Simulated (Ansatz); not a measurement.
## Computed energy against volume: TaSiAs (space group P4/nmm)

TaSiAs (space group P4/nmm)

```cif
data_As2Si2Ta2
_chemical_formula_sum 'Ta2 Si2 As2'
_space_group_name_H-M_alt 'P4/nmm :1'
_space_group_IT_number 129
_space_group_name_Hall 'P 4ab 2ab -1ab'
_cell_length_a 3.50170
_cell_length_b 3.50170
_cell_length_c 7.87156
_cell_angle_alpha 90.000
_cell_angle_beta 90.000
_cell_angle_gamma 90.000
loop_
_space_group_symop_operation_xyz
  'x, y, z'
  '-y+1/2, x+1/2, z'
  '-x, -y, z'
  'y+1/2, -x+1/2, z'
  'x+1/2, -y+1/2, -z'
  '-y, -x, -z'
  '-x+1/2, y+1/2, -z'
  'y, x, -z'
  '-x+1/2, -y+1/2, -z'
  'y, -x, -z'
  'x+1/2, y+1/2, -z'
  '-y, x, -z'
  '-x, y, z'
  'y+1/2, x+1/2, z'
  'x, -y, z'
  '-y+1/2, -x+1/2, z'
loop_
_atom_site_label
_atom_site_type_symbol
_atom_site_symmetry_multiplicity
_atom_site_Wyckoff_symbol
_atom_site_fract_x
_atom_site_fract_y
_atom_site_fract_z
_atom_site_occupancy
Ta1 Ta 2 c 0.50000 0.00000 0.25454 1
Si1 Si 2 a 0.00000 0.00000 0.00000 1
As1 As 2 c 0.00000 0.50000 0.38720 1
```

The volume is varied about the relaxed value V₀ at fixed cell shape. The atoms relax within the cell's symmetry.

Calculation: r2SCAN (plane waves to 500 eV, PAW, scalar-relativistic; Ansatz, a first-principles code). k mesh 13×13×6 (Γ-centred), Fermi-Dirac smearing 0.05 eV. Energies are smeared free energies. Compression counts positive. With the shape held, the modulus is that of even scaling; a crystal free to change shape is softer. Spin-orbit coupling is left out, though Ta is heavy. TaSiAs is run without spin polarisation. TaSiAs was relaxed with its symmetry unable to fall. ΔE is measured from the relaxed starting cell.

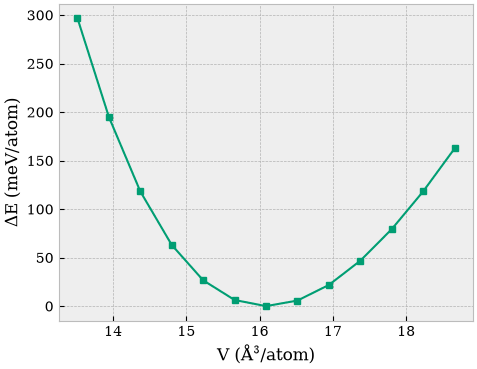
ΔE (meV/atom) against V (Å³/atom); one marker a computed point.

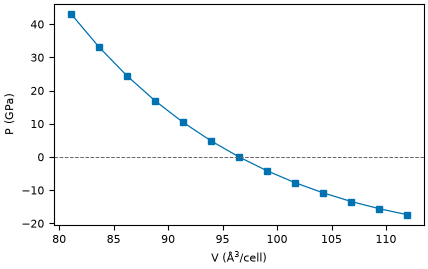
P (GPa) against V (Å³/cell); markers are the computed points, lines only join them.

The equilibrium volume of the fit comes out as 16.09 Å³/atom and the energy cost of the largest expansion is 162 meV/atom. The bulk modulus at fixed cell shape B₀ (third-order Birch-Murnaghan fit) is 167 GPa, the pressure for 5 % compression (fit) is 9.6 GPa and the energy cost of the largest compression is 297 meV/atom.

Check by three points about V = 16.087 Å³/atom, step 0.858: d²E/dV² ≈ (27 − 2·0 + 22) meV / 0.858² = 0.0666 eV/Å⁶, and V·d²E/dV² × 160.2 = 172 GPa.

(Under strain, the slope of the energy per volume gives the stress and its curvature an elastic modulus.)
